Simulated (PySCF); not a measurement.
```xyz
17

C     4.2821   -0.4865    0.3250
C     3.1564   -0.3486   -0.0732
C     1.8301   -0.1882   -0.5108
C     0.7654   -0.0893    0.2907
Cl    0.9939   -0.1594    2.0104
Si   -1.0365    0.1305   -0.2647
C    -2.0372   -1.3484    0.3814
C    -1.6861    1.7588    0.4656
H     5.2685   -0.6082    0.6603
H     1.6768   -0.1419   -1.5804
H    -1.0267    0.1691   -1.7368
H    -1.6405   -2.2893    0.0118
H    -3.0766   -1.2834    0.0744
H    -2.0149   -1.3864    1.4669
H    -2.7105    1.9459    0.1583
H    -1.0848    2.6049    0.1465
H    -1.6663    1.7325    1.5514
```

Geometry: GFN2-xTB.

Level of theory: PBE0/pcSseg-1, SCF density, gas phase, non-relativistic (PySCF).

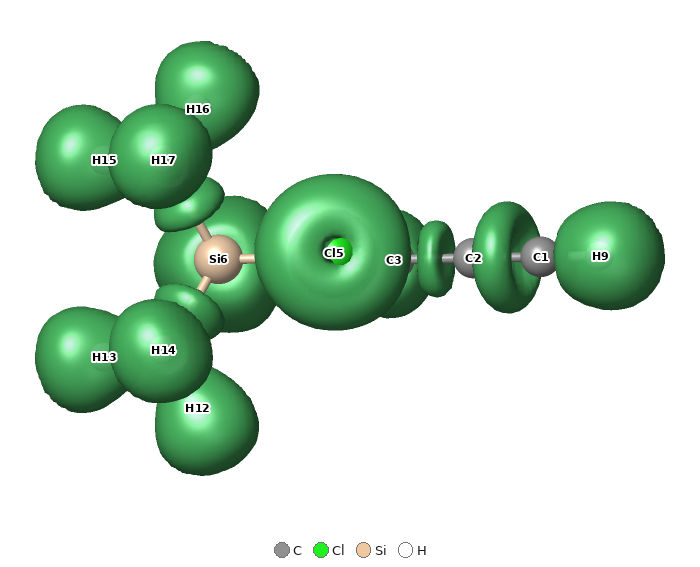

C6H9ClSi. Isosurface of the ELF at 0.8 (green), seen across its widest extent. Core shells and regions of very low density are left out.

> Identify the bonds, lone pairs and shells in this picture.

The ELF exceeds this value in three regions between bonded C–C atoms (shared pairs), one region between bonded C–Cl atoms (shared pairs), three regions between bonded C–Si atoms (shared pairs), nine regions around hydrogen nuclei and one ring or bowl of non-bonding electrons around Cl.

Values along the shortest contacts:
C–C (1.20 Å): the ELF peaks at about 0.85 between the atoms (a multiple bond). C–Cl (1.74 Å): the ELF peaks at about 0.90 between the atoms, as expected for localised, covalent bonding.
